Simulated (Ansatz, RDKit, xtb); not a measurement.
**Isomers of C5H7NSi2, a sample narrowed down, part 1 of 2**

A sample of isomers of C5H7NSi2 is drawn. Aim: find which of them has the lowest free energy at 298.15 K, then its properties. The sample is small against all isomers, and the most stable one of this formula need not be in it.

The funnel: GFN2-xTB relaxations, single points with a density functional, relaxations at r2SCAN-D4/def2-SVP, harmonic vibrations (at GFN2-xTB), and a last energy at a higher level. All values are calculated.

## (1) Possible bonding patterns

Isomers were taken from a list of plausible structures; this is a sample, not all of them. That gives 11 candidates.

| label | SMILES | spin |
| --- | --- | --- |
| c009 | N#C[SiH]1C=C[SiH2]C=C1 | singlet |
| c111 | N#CC#C/C([SiH3])=C/[SiH3] | singlet |
| c283 | N#C/C=C/[SiH2]C#C[SiH3] | singlet |
| c453 | N#CC1=C[SiH2]C=C[SiH2]1 | singlet |
| c456 | C#C[Si@H]1C[Si@@H](C#N)C1 | singlet |
| c526 | C#C[C@@H]1[SiH2]C[Si@H]1C#N | singlet |
| c581 | C#C[SiH2]/C=C\[SiH2]C#N | singlet |
| c589 | C#C[Si@H]1C[Si@H](C#N)C1 | singlet |
| c680 | C#C[SiH2]/C=C/[SiH2]C#N | singlet |
| c690 | N#C/C=C\[SiH2]C#C[SiH3] | singlet |
| c693 | C#C/C([SiH3])=C/[SiH2]C#N | singlet |

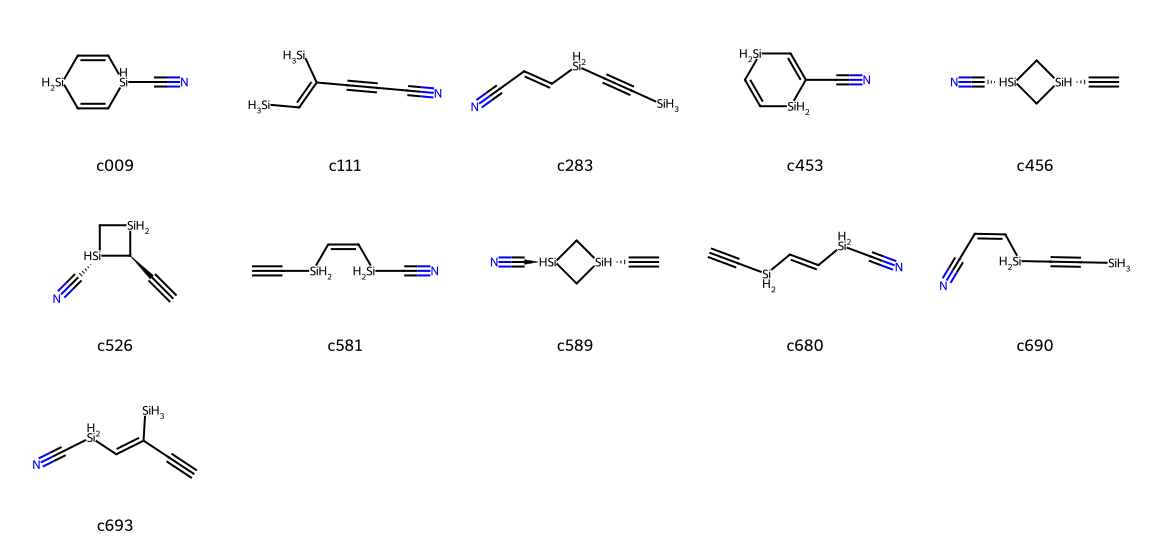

Structural formulas of the candidates.

Candidates are built by distance geometry, with a force field where one applies, in up to four conformers (letters a to d).

## (2) Cheap relaxation of all starts

All 16 starts are relaxed the same way. One of them, c690a (taken from a list of plausible isomers, embedded by distance geometry and MMFF94), in full:

Input file start.xyz:

```xyz
15
c690a
C      2.432348     3.851500    -1.773882
C      2.740708     2.951077    -0.683859
C      1.958265     1.958592    -0.362212
C     -0.270303    -0.128539    -0.169641
C     -0.727176    -1.139927     0.421156
N      2.198132     4.642935    -2.615297
Si     0.346433     1.418003    -1.041914
Si    -1.299294    -2.659681     1.292562
H      3.660602     3.078579    -0.243533
H      2.328178     1.262959     0.455217
H     -0.610709     2.521127    -0.874200
H      0.505541     1.100330    -2.521951
H     -2.637458    -2.343188     1.995876
H     -1.553453    -3.758870     0.322190
H     -0.358964    -3.052607     2.361321
```

The run is started by

```
xtb start.xyz --gfn 2 --opt
```

Output (excerpt; [...] marks lines left out):

```text
* xtb version 6.7.1
[...]
          :  # basis functions                  51          :
[...]
          :  # electrons                        40          :
[...]
          :  Hamiltonian                  GFN2-xTB          :
[...]
          :  net charge                          0          :
          :  unpaired electrons                  0          :
[...]
   *** convergence criteria satisfied after 15 iterations ***
[...]
   *** GEOMETRY OPTIMIZATION CONVERGED AFTER 11 ITERATIONS ***
[...]
   *** convergence criteria satisfied after 3 iterations ***
[...]
         ::                     SUMMARY                     ::
         :::::::::::::::::::::::::::::::::::::::::::::::::::::
         :: total energy             -20.506067649948 Eh    ::
         :: gradient norm              0.000565744091 Eh/a0 ::
         :: HOMO-LUMO gap              3.379420994143 eV    ::
         ::.................................................::
         :: SCC energy               -20.914460674302 Eh    ::
         :: -> isotropic ES            0.032788200775 Eh    ::
         :: -> anisotropic ES          0.002277919334 Eh    ::
         :: -> anisotropic XC          0.030969117399 Eh    ::
         :: -> dispersion             -0.011466752755 Eh    ::
         :: repulsion energy           0.408393024354 Eh    ::
         :: add. restraining           0.000000000000 Eh    ::
         :: total charge              -0.000000000000 e     ::
         :::::::::::::::::::::::::::::::::::::::::::::::::::::
[...]
        20        2.0000           -0.4079538             -11.1010 (HOMO)
        21                         -0.2837624              -7.7216 (LUMO)
[...]
     #   Z          covCN         q      C6AA      α(0)
     1   6          1.907     0.110    28.386     8.604
     2   6          2.901    -0.029    28.733     8.789
     3   6          2.798    -0.119    31.009     9.122
     4   6          1.863    -0.129    34.748     9.522
     5   6          1.863    -0.123    34.585     9.499
     6   7          0.911    -0.240    26.279     7.414
     7  14          3.608     0.467    98.795    19.084
     8  14          3.635     0.452    98.846    19.070
     9   1          0.925     0.050     2.324     2.384
    10   1          0.925     0.034     2.525     2.485
    11   1          0.918    -0.080     4.927     3.472
    12   1          0.918    -0.080     4.925     3.471
    13   1          0.918    -0.104     5.702     3.735
    14   1          0.918    -0.104     5.699     3.734
[...]
     #   Z sym  total        # sym  WBO       # sym  WBO       # sym  WBO
 ---------------------------------------------------------------------------
     1   6      3.946 --     6      2.786     2      1.125
     2   6      3.990 --     3      1.862     1      1.125     9      0.941
     3   6      3.944 --     2      1.862    10      0.978     7      0.863
                             6      0.130
     4   6      3.946 --     5      2.841     7      0.934
     5   6      3.936 --     4      2.841     8      0.932
     6   7      3.004 --     1      2.786     3      0.130
     7  14      3.678 --     4      0.934    12      0.883    11      0.883
                             3      0.863
     8  14      3.693 --     5      0.932    15      0.893    14      0.893
                            13      0.893
     9   1      0.997 --     2      0.941
    10   1      0.999 --     3      0.978
[...]
molecular dipole:
                 x           y           z       tot (Debye)
 q only:       -0.282      -0.948       0.641
   full:        0.082      -1.099       1.031       3.836
molecular quadrupole (traceless):
[...]
          | TOTAL ENERGY              -20.506067649948 Eh   |
          | GRADIENT NORM               0.000565744091 Eh/α |
          | HOMO-LUMO GAP               3.379420994143 eV   |
           -------------------------------------------------
[...]
```

Run time: 0.23 s. Hardware: 4 threads of Arm Neoverse V1, shared host.

## (3) What the search left

16 of the 16 relaxations converged. 16 distinct structures remain:

| label | start | SMILES after | spin | energy (kcal/mol) |
| --- | --- | --- | --- | --- |
| c453a | drawn | N#CC1=C[SiH2]C=C[SiH2]1 | singlet | 0.0 |
| c111a | drawn | N#CC#C/C([SiH3])=C/[SiH3] | singlet | 13.5 |
| c009a | drawn | N#C[SiH]1C=C[SiH2]C=C1 | singlet | 15.1 |
| c283a | drawn | N#C/C=C/[SiH2]C#C[SiH3] | singlet | 19.0 |
| c690a | drawn | N#C/C=C\[SiH2]C#C[SiH3] | singlet | 19.8 |
| c690b | drawn | N#C/C=C\[SiH2]C#C[SiH3] | singlet | 20.1 |
| c693b | drawn | C#C/C([SiH3])=C/[SiH2]C#N | singlet | 28.4 |
| c693a | drawn | C#C/C([SiH3])=C/[SiH2]C#N | singlet | 28.5 |
| c526b | drawn | C#C[C@@H]1[SiH2]C[Si@H]1C#N | singlet | 30.2 |
| c526a | drawn | C#C[C@@H]1[SiH2]C[Si@H]1C#N | singlet | 30.2 |
| c589a | drawn | C#C[Si@H]1C[Si@H](C#N)C1 | singlet | 36.8 |
| c456b | drawn | C#C[Si@H]1C[Si@@H](C#N)C1 | singlet | 37.0 |
| c456a | drawn | C#C[Si@H]1C[Si@@H](C#N)C1 | singlet | 37.0 |
| c680a | drawn | C#C[SiH2]/C=C/[SiH2]C#N | singlet | 38.4 |
| c581a | drawn | C#C[SiH2]/C=C\[SiH2]C#N | singlet | 39.1 |
| c581b | drawn | C#C[SiH2]/C=C\[SiH2]C#N | singlet | 39.5 |

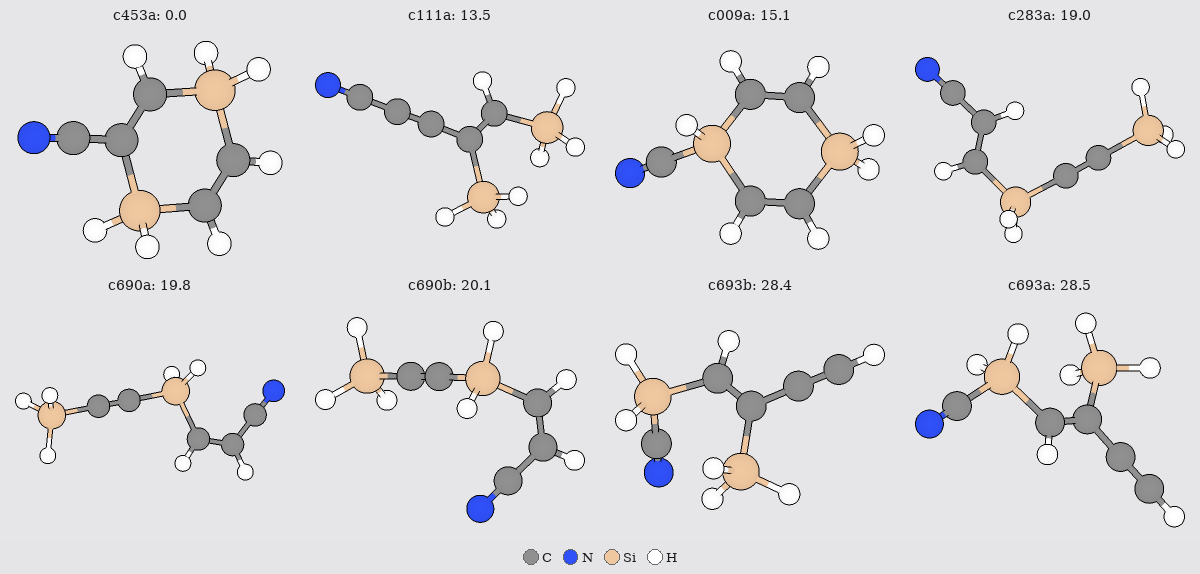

The 8 lowest minima that did not fall apart, with their GFN2-xTB energies in kcal/mol.

## (4) Second filter: single points

A choice of the minima (the low ones first, few conformers of a pattern, up to a cap) and the lowest that fell apart get a single point at r2SCAN-D4/def2-SVP on the tight-binding geometry, and one at HF/STO-3G for comparison. The lowest singlets are also tried as triplets at the same geometry (label ending in t). The first, c453a:

Input file input.yaml:

```yaml
crystal:
  periodic: [false, false, false]
  atoms:
    - {symbol: C, position_ang: [-0.753189, 0.651803, 3.003982]}
    - {symbol: C, position_ang: [-0.341819, 0.335466, 1.697463]}
    - {symbol: C, position_ang: [0.929901, -0.021418, 1.464632]}
    - {symbol: C, position_ang: [0.282335, -0.348674, -1.516933]}
    - {symbol: C, position_ang: [-0.980318, 0.004866, -1.282858]}
    - {symbol: "N", position_ang: [-1.118616, 0.914255, 4.060977]}
    - {symbol: Si, position_ang: [1.638000, -0.470848, -0.218857]}
    - {symbol: Si, position_ang: [-1.709303, 0.462548, 0.388011]}
    - {symbol: H, position_ang: [1.613772, -0.055308, 2.308686]}
    - {symbol: H, position_ang: [2.722446, 0.469207, -0.537655]}
    - {symbol: H, position_ang: [2.153114, -1.846417, -0.160150]}
    - {symbol: H, position_ang: [0.574446, -0.589351, -2.535224]}
    - {symbol: H, position_ang: [-1.675674, 0.041849, -2.116196]}
    - {symbol: H, position_ang: [-2.206840, 1.844498, 0.369825]}
    - {symbol: H, position_ang: [-2.784736, -0.470187, 0.749500]}
basis:
  gaussian:
    orbitals: def2-SVP
hamiltonian:
  xc: {name: r2SCAN}
  dispersion: d4
scf:
  lower_state_search: "off"
```

The run is started by

```
ansatz run input.yaml --threads 4 --pin off --max-ram 7830MiB --events-out events.jsonl --progress --plain --runs-dir runs
```

Output (excerpt; [...] marks lines left out):

```text
Warning: RAYON_NUM_THREADS=4 ignored (pool sized by the plan → 4); use --threads N
Functional definition: r2SCAN
  name "r2SCAN"
[...]
1760 factors; their error is unknown
[...]
mean field -22527.15834226 eV, -827.8577996216 hartree, gradient 7.3e-6 eV, S^2 0.000000; 0 other end points of the search recorded, 0 dependent functions left out
reference -22527.15835407 eV, -827.8578000558 hartree; 36, 36 occupied and 119, 119 virtual orbitals, 1760 factors
Total energy: -22527.28472749 eV, -827.8624441932 hartree
Checks for a lower state left out: stability, starts, cluster_reference, orbital_swaps, neighbouring_geometries, increment
```

It took 2.2 s on 4 threads of Arm Neoverse V1, shared host; peak memory 0.22 GiB.

Relative energies in kcal/mol, each column from its lowest structure that stays in one piece:

| label | SMILES | spin | GFN2-xTB | HF/STO-3G | r2SCAN-D4/def2-SVP |
| --- | --- | --- | --- | --- | --- |
| c009a | N#C[SiH]1C=C[SiH2]C=C1 | singlet | 15.1 | 0.0 | 0.0 |
| c453a | N#CC1=C[SiH2]C=C[SiH2]1 | singlet | 0.0 | 12.2 | 6.6 |
| c283a | N#C/C=C/[SiH2]C#C[SiH3] | singlet | 19.0 | 48.5 | 36.9 |
| c690a | N#C/C=C\[SiH2]C#C[SiH3] | singlet | 19.8 | 49.6 | 38.5 |
| c690b | N#C/C=C\[SiH2]C#C[SiH3] | singlet | 20.1 | 49.8 | 38.9 |
| c693b | C#C/C([SiH3])=C/[SiH2]C#N | singlet | 28.4 | 59.1 | 48.5 |
| c693a | C#C/C([SiH3])=C/[SiH2]C#N | singlet | 28.5 | 59.1 | 48.6 |
| c111a | N#CC#C/C([SiH3])=C/[SiH3] | singlet | 13.5 | 68.9 | 50.2 |
| c453at | N#CC1=C[SiH2]C=C[SiH2]1 | triplet | – | – | 83.2 |
| c009at | N#C[SiH]1C=C[SiH2]C=C1 | triplet | – | – | 90.9 |
| c283at | N#C/C=C/[SiH2]C#C[SiH3] | triplet | – | – | 115.6 |

## (5) Refinement at r2SCAN-D4/def2-SVP

3 candidates are relaxed at r2SCAN-D4/def2-SVP (chosen among the lowest in one piece). The first, c009a:

Input file input.yaml:

```yaml
basis:
  gaussian:
    orbitals: def2-SVP
crystal:
  periodic: [false, false, false]
  atoms:
    - {symbol: C, position_ang: [-1.826158, 2.607563, -0.201467]}
    - {symbol: C, position_ang: [-0.029698, 1.226860, 1.796179]}
    - {symbol: C, position_ang: [0.352368, -0.023362, 2.050355]}
    - {symbol: C, position_ang: [0.633206, -0.572619, -0.965592]}
    - {symbol: C, position_ang: [0.252209, 0.674445, -1.236828]}
    - {symbol: "N", position_ang: [-2.889243, 2.999273, -0.370748]}
    - {symbol: Si, position_ang: [-0.081048, 1.979515, 0.074386]}
    - {symbol: Si, position_ang: [0.900284, -1.279843, 0.759100]}
    - {symbol: H, position_ang: [0.795337, 3.154165, -0.058470]}
    - {symbol: H, position_ang: [-0.332284, 1.866980, 2.619915]}
    - {symbol: H, position_ang: [0.351211, -0.366643, 3.080750]}
    - {symbol: H, position_ang: [0.110125, -2.510223, 0.908819]}
    - {symbol: H, position_ang: [2.330346, -1.572081, 0.946319]}
    - {symbol: H, position_ang: [0.806339, -1.253581, -1.793599]}
    - {symbol: H, position_ang: [0.123069, 0.976453, -2.272318]}
hamiltonian:
  xc: {name: r2SCAN}
  dispersion: d4
scf:
  lower_state_search: "off"
relax:
  f_tol: 0.006
```

The run is started by

```
ansatz run input.yaml --threads 4 --pin off --max-ram 7830MiB --events-out events.jsonl --progress --plain --runs-dir runs
```

Output (excerpt; [...] marks lines left out):

```text
Warning: RAYON_NUM_THREADS=4 ignored (pool sized by the plan → 4); use --threads N
[...]
Functional definition: r2SCAN
  name "r2SCAN"
[...]
1760 factors; their error is unknown
[...]
mean field -22527.44612457 eV, -827.8683754266 hartree, gradient 5.7e-6 eV, S^2 0.000000; 0 other end points of the search recorded, 0 dependent functions left out
[...]
reference -22527.44613640 eV, -827.8683758611 hartree; 36, 36 occupied and 119, 119 virtual orbitals, 1760 factors
relax step   1: F+E_penalty+E_count = -22527.57145479 eV  Δ(F+E_penalty+E_count) = +0.000e0 eV  max|allowed force component| = 2.530e0 eV/Å  Δτ_max = 0.0000 Å  (20 SCF iters, accepted)
[...]
relax step   3: F+E_penalty+E_count = -22527.66271685 eV  Δ(F+E_penalty+E_count) = -4.414e-3 eV  max|allowed force component| = 1.358e-1 eV/Å  Δτ_max = 0.0479 Å  (21 SCF iters, accepted)
[...]
Atom 6 at    -0.115741     1.978731     0.071589 Å, force     0.000572     0.000323     0.000046 eV/Å
Atom 7 at     0.850492    -1.290262     0.756360 Å, force    -0.000217     0.002646    -0.000499 eV/Å
Atom 8 at     0.715498     3.209152    -0.074978 Å, force    -0.000904    -0.000314    -0.000051 eV/Å
Atom 9 at    -0.245874     1.916924     2.634339 Å, force     0.000249     0.000348    -0.000596 eV/Å
Atom 10 at     0.436486    -0.325751     3.104732 Å, force     0.000396    -0.000492    -0.000903 eV/Å
Atom 11 at    -0.029162    -2.492364     0.893241 Å, force    -0.001293    -0.001143     0.000103 eV/Å
Atom 12 at     2.256937    -1.754252     0.971686 Å, force     0.001585    -0.000721     0.000247 eV/Å
Atom 13 at     0.894122    -1.220962    -1.814602 Å, force     0.000699     0.000110     0.001184 eV/Å
Atom 14 at     0.212192     1.021362    -2.287295 Å, force    -0.000448     0.000352     0.000481 eV/Å
Dipole moment:     0.692451    -0.368834     0.131560 e Å
Checks for a lower state left out: stability, starts, cluster_reference, orbital_swaps, neighbouring_geometries, increment
```

Wall time 30 s (4 threads of Arm Neoverse V1, shared host); peak memory 0.23 GiB.

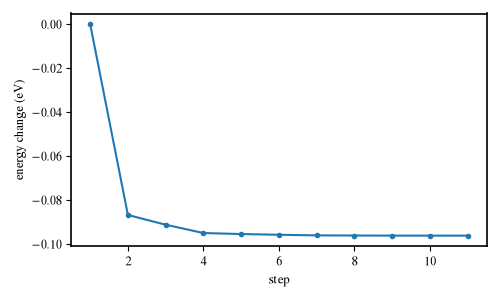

Energy along the run, all evaluated steps.

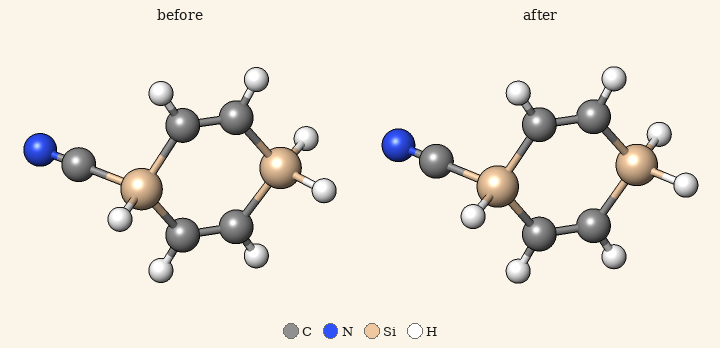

Before and after, at one scale.

After the run. Bond lengths: C2–C3 1.352 Å, C4–C5 1.352 Å, C1–N6 1.165 Å, C1–Si7 1.868 Å, C2–Si7 1.866 Å, C5–Si7 1.866 Å, C3–Si8 1.876 Å, C4–Si8 1.876 Å, Si7–H9 1.492 Å, C2–H10 1.101 Å, C3–H11 1.102 Å, Si8–H12 1.496 Å, Si8–H13 1.497 Å, C4–H14 1.102 Å, C5–H15 1.101 Å. Some angles: C2–C3–Si8 125.2°, C3–C2–Si7 124.0°, C4–C5–Si7 124.0°, C5–C4–Si8 125.2°, N6–C1–Si7 179.3°, C1–Si7–C2 108.3°, C1–Si7–C5 108.3°, C2–Si7–C5 111.5°, C3–Si8–C4 110.0°, C2–C3–H11 117.6°.

## (6) Ranking at r2SCAN-D4/def2-SVP

```
label     spin  r2SCAN-D4/def2-SVP (kcal/mol)  r2SCAN-D4/def2-SVP, relaxed (kcal/mol)  time
c009a  singlet                            0.0                                     0.0  30 s
c453a  singlet                            6.6                                     6.3  19 s
c283a  singlet                           36.9                                    36.6  20 s
```

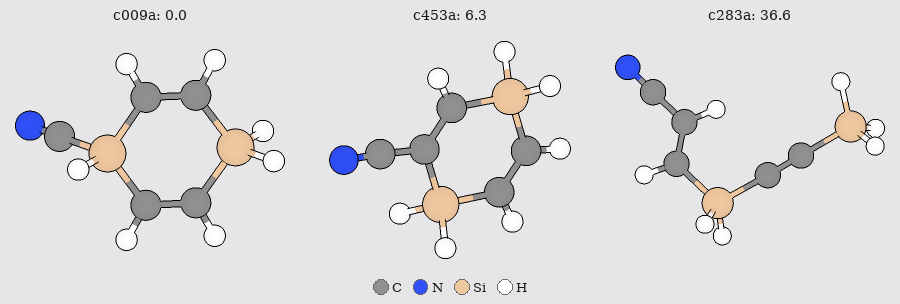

The relaxed structures, with energies at r2SCAN-D4/def2-SVP in kcal/mol.

## (7) Harmonic analysis of the finalists

The lowest few in one piece go on as finalists. In this search the thermal terms come from GFN2-xTB at its own nearest minimum. The first, c009a:

Input file start.xyz:

```xyz
15
c009a
C     -1.870597     2.559416    -0.197357
C      0.007438     1.258280     1.788833
C      0.392691    -0.011183     2.049397
C      0.672888    -0.559093    -0.961610
C      0.288675     0.708147    -1.234249
N     -2.969981     2.908756    -0.363284
Si    -0.115741     1.978731     0.071589
Si     0.850492    -1.290262     0.756360
H      0.715498     3.209152    -0.074978
H     -0.245874     1.916924     2.634339
H      0.436486    -0.325751     3.104732
H     -0.029162    -2.492364     0.893241
H      2.256937    -1.754252     0.971686
H      0.894122    -1.220962    -1.814602
H      0.212192     1.021362    -2.287295
```

The run is started by

```
xtb start.xyz --gfn 2 --ohess tight
```

Output (excerpt; [...] marks lines left out):

```text
* xtb version 6.7.1
[...]
          :  # basis functions                  51          :
[...]
          :  # electrons                        40          :
[...]
          :  Hamiltonian                  GFN2-xTB          :
[...]
          :  net charge                          0          :
          :  unpaired electrons                  0          :
[...]
   *** convergence criteria satisfied after 14 iterations ***
[...]
   *** GEOMETRY OPTIMIZATION CONVERGED AFTER 8 ITERATIONS ***
[...]
   *** convergence criteria satisfied after 3 iterations ***
[...]
         ::                     SUMMARY                     ::
         :::::::::::::::::::::::::::::::::::::::::::::::::::::
         :: total energy             -20.513592651665 Eh    ::
         :: gradient norm              0.000458019329 Eh/a0 ::
         :: HOMO-LUMO gap              3.103559441234 eV    ::
         ::.................................................::
         :: SCC energy               -20.876088976758 Eh    ::
         :: -> isotropic ES            0.033254385507 Eh    ::
         :: -> anisotropic ES          0.002696763068 Eh    ::
         :: -> anisotropic XC          0.027159224534 Eh    ::
         :: -> dispersion             -0.013534836316 Eh    ::
         :: repulsion energy           0.362496325093 Eh    ::
         :: add. restraining           0.000000000000 Eh    ::
         :: total charge               0.000000000000 e     ::
         :::::::::::::::::::::::::::::::::::::::::::::::::::::
[...]
        20        2.0000           -0.3829633             -10.4210 (HOMO)
        21                         -0.2689096              -7.3174 (LUMO)
[...]
molecular dipole:
                 x           y           z       tot (Debye)
 q only:        1.014      -0.499       0.185
   full:        1.389      -0.621       0.242       3.916
molecular quadrupole (traceless):
[...]
          | TOTAL ENERGY              -20.513592651664 Eh   |
          | TOTAL ENTHALPY            -20.406495201063 Eh   |
          | TOTAL FREE ENERGY         -20.452504088944 Eh   |
          | GRADIENT NORM               0.000458025329 Eh/α |
[...]
```

Run time: 0.31 s. Hardware: 4 threads of Arm Neoverse V1, shared host.

## (8) Zero-point energy and free-energy terms

As xtb prints them, at 298.15 K, with its own treatment of low modes:

| label | SMILES | spin | lowest mode (cm⁻¹) | zero-point (kcal/mol) | G − E (kcal/mol) |
| --- | --- | --- | --- | --- | --- |
| c009a | N#C[SiH]1C=C[SiH2]C=C1 | singlet | 9 | 60.4 | 38.3 |
| c453a | N#CC1=C[SiH2]C=C[SiH2]1 | singlet | 16 | 59.2 | 37.4 |
| c283a | N#C/C=C/[SiH2]C#C[SiH3] | singlet | 5 | 56.0 | 31.5 |

(Continued in part 2 of 2.)
